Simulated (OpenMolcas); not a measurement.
**WF6 (tungsten hexafluoride) at RI-MP2/ANO-RCC-VDZP (DKH4, RICD fitting)**

What is the energy change on altering one bond length of WF6 (tungsten hexafluoride) at RI-MP2/ANO-RCC-VDZP (DKH4, RICD fitting)? 

The results are computed with OpenMolcas 26.06.

## (1) The system as given

The species is WF6 (7 atoms), meant as a singlet with charge 0. As SMILES, `[F][W]([F])([F])([F])([F])[F]`. The shape comes from GFN2-xTB, which is rough for such elements, and wasn't checked as a minimum.

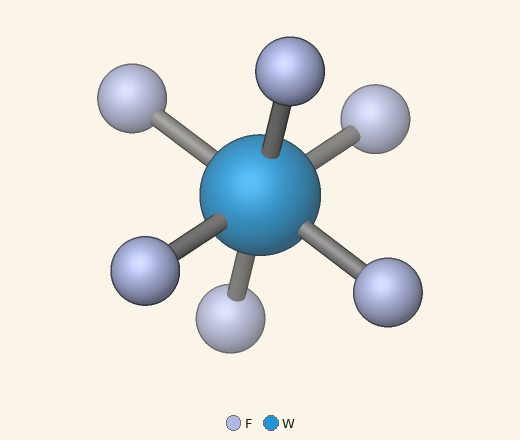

Viewed from a chosen angle; fluorine light blue, tungsten blue.

## (2) Energy and forces at RI-MP2/ANO-RCC-VDZP (DKH4, RICD fitting)

coord.xyz reads:

```xyz
7

F     -1.054020    -0.121820    -1.499900
W      0.000220     0.000000    -0.000110
F     -1.442340    -0.428130     1.054280
F      0.415260    -1.783830    -0.150170
F      1.446030     0.427120    -1.050300
F     -0.422570     1.781760     0.148830
F      1.057420     0.124880     1.497360
```

job.input reads:

```
* F6W RI-MP2

&GATEWAY
  Coord=coord.xyz
  Basis=ANO-RCC-VDZP
  Group=NoSym
  RICD

&SEWARD
  Relativistic=R04O02
  Expert

&SCF
  PrOrbitals=0

&MBPT2
  Frozen=36
  Grdt

&ALASKA
```

The run is started by

```sh
export MOLCAS_MEM=1860
pymolcas job.input > job.log
```

Output:

```text
--- Start Module: gateway ---
[...]
--- Stop Module: gateway /rc=_RC_ALL_IS_WELL_ ---
[...]
 ###    WARNING:  EXPERT option is ON!                                       ###
 ###############################################################################
               SEWARD will generate:
[...]
      Basis functions          152
[...]
       Convergence after  12 Iterations
[...]
::    Total SCF energy                             -16737.1086932878
[...]
      Total spin, S                                     0.0000000000
[...]
      Total electronic charge=  128.000000
      Total            charge=   -0.000000
[...]
--- Start Module: mbpt2 ---
[...]
WARNING!
Default frozen orbitals as non valence orbitals is overwritten by user input.
Default values:  36
[...]
       Reference weight ( Cref**2 )         =        0.70368
::    Total MBPT2 energy                           -16738.7002760251
[...]
      Dipole Moment (debye):
      Origin of the operator (angstrom)=    0.0001   -0.0000   -0.0001
                   X=  2.5042E-03               Y=  1.9135E-03               Z= -1.4634E-03           Total=  3.4748E-03
      Quadrupole Moment (debye*angstrom):
[...]
--- Stop Module: mbpt2 /rc=_RC_ALL_IS_WELL_ ---
[...]
--- Start Module: alaska ---
[...]
 *              Molecular gradients               *
 **************************************************
  Irreducible representation: a
 ------------------------------------------------------------------------------------------
                              X                       Y                       Z
 ------------------------------------------------------------------------------------------
  F1                5.54401112569991E-03    6.15711238709515E-04    7.83299088767109E-03
  W2                5.01294647910072E-05    1.71367805902899E-04   -4.66933394691303E-05
  F3                7.52680493825153E-03    2.22682816396969E-03   -5.44544393805069E-03
  F4               -2.27336646275944E-03    9.12033111745814E-03    7.09036197099167E-04
  F5               -7.49029631614206E-03   -2.23117195238842E-03    5.53100982555321E-03
  F6                2.14998557780177E-03   -9.35690978933224E-03   -7.34128885405028E-04
  F7               -5.50726832783965E-03   -5.46156584052326E-04   -7.84677074825169E-03
 ------------------------------------------------------------------------------------------
--- Stop Module: alaska /rc=_RC_ALL_IS_WELL_ ---
[...]
```

It took 4 min on 1 thread of Arm Neoverse V1, shared host; peak memory 0.6 GiB.

## (3) The distorted shape at the same level

coord.xyz reads:

```xyz
7

F     -1.159721    -0.134306    -1.649620
W     -0.105481    -0.012486    -0.149830
F     -1.548041    -0.440616     0.904560
F      0.309559    -1.796316    -0.299890
F      1.340329     0.414634    -1.200020
F     -0.528271     1.769274    -0.000890
F      1.057420     0.124880     1.497360
```

job.input reads:

```
* F6W RI-MP2

&GATEWAY
  Coord = coord.xyz
  Basis = ANO-RCC-VDZP
  Group = NoSym
  RICD

&SEWARD
  Relativistic = R04O02
  Expert

&SCF
  PrOrbitals = 0

&MBPT2
  Frozen = 36
  Grdt

&ALASKA
```

The run is started by

```sh
export MOLCAS_MEM=1860
pymolcas job.input > job.log
```

Output:

```text
--- Start Module: gateway ---
[...]
--- Stop Module: gateway /rc=_RC_ALL_IS_WELL_ ---
[...]
 ###    WARNING:  EXPERT option is ON!                                       ###
 ###############################################################################
               SEWARD will generate:
[...]
      Basis functions          152
[...]
       Convergence after  13 Iterations
[...]
::    Total SCF energy                             -16737.0899911681
[...]
      Total spin, S                                     0.0000000000
[...]
      Total electronic charge=  128.000000
      Total            charge=   -0.000000
[...]
--- Start Module: mbpt2 ---
[...]
WARNING!
Default frozen orbitals as non valence orbitals is overwritten by user input.
Default values:  36
[...]
       Reference weight ( Cref**2 )         =        0.69860
::    Total MBPT2 energy                           -16738.6888719394
[...]
      Dipole Moment (debye):
      Origin of the operator (angstrom)=   -0.0988   -0.0117   -0.1402
                   X= -7.2181E-01               Y= -8.3072E-02               Z= -1.0277E+00           Total=  1.2586E+00
      Quadrupole Moment (debye*angstrom):
[...]
--- Stop Module: mbpt2 /rc=_RC_ALL_IS_WELL_ ---
[...]
--- Start Module: alaska ---
[...]
 *              Molecular gradients               *
 **************************************************
  Irreducible representation: a
 ------------------------------------------------------------------------------------------
                              X                       Y                       Z
 ------------------------------------------------------------------------------------------
  F1                2.51609769307493E-03    2.77232873550304E-04    3.50510129021586E-03
  W2               -3.51533927180672E-02   -4.00913455384466E-03   -4.98596527694595E-02
  F3                3.32508822221200E-03    1.14033433504979E-03   -4.40599870682945E-03
  F4               -2.23345128666530E-03    4.93468420096121E-03   -9.19729026306548E-04
  F5               -5.16377540120061E-03   -1.36723249480575E-03    1.78402385855492E-03
  F6                2.47134939080240E-04   -5.36160734880298E-03   -1.70612296446659E-03
  F7                3.64622985519034E-02    4.38572298829021E-03    5.16023783174901E-02
 ------------------------------------------------------------------------------------------
--- Stop Module: alaska /rc=_RC_ALL_IS_WELL_ ---
[...]
```

Wall time 4 min (1 thread of Arm Neoverse V1, shared host); peak memory 0.6 GiB.

## (4) Outcome

Level: RI-MP2/ANO-RCC-VDZP (DKH4, RICD fitting), 36 core orbitals frozen.

| quantity | value |
| --- | --- |
| first shape: total energy | -16738.70028 Eh |
| first shape: dipole moment (mean-field density) | 0.00 D |
| first shape: HOMO energy (Hartree–Fock orbitals) | -19.00 eV |
| first shape: LUMO energy (Hartree–Fock orbitals) | -2.90 eV |
| first shape: HOMO–LUMO gap (Hartree–Fock orbitals) | 16.10 eV |
| first shape: correlation energy (36 core orbitals frozen) | -1591.6 mEh |
| first shape: largest force on an atom | 0.495 eV/Å |
| distorted shape: total energy | -16738.68887 Eh |
| distorted shape: dipole moment (mean-field density) | 1.33 D |
| distorted shape: HOMO energy (Hartree–Fock orbitals) | -18.16 eV |
| distorted shape: LUMO energy (Hartree–Fock orbitals) | -3.43 eV |
| distorted shape: HOMO–LUMO gap (Hartree–Fock orbitals) | 14.72 eV |
| distorted shape: correlation energy (36 core orbitals frozen) | -1598.9 mEh |
| distorted shape: largest force on an atom | 3.257 eV/Å |
| energy change with the W2–F7 bond stretched from 1.837 to 2.021 Å | 0.310 eV |

**Reading.** With the W2–F7 bond stretched from 1.837 to 2.021 Å the energy rises by 0.31 eV (7.2 kcal/mol). The first shape isn't relaxed at this level, so the change isn't measured from a minimum. The largest force (first shape) is 0.50 eV/Å: the shape isn't a stationary point for this species at this level. Mulliken charges (first shape) of the mean-field density run from -0.49 on F4 to +2.92 on W2; they depend strongly on the basis. Mulliken charges (distorted shape) of the mean-field density run from -0.55 on F7 to +2.90 on W2; they depend strongly on the basis.
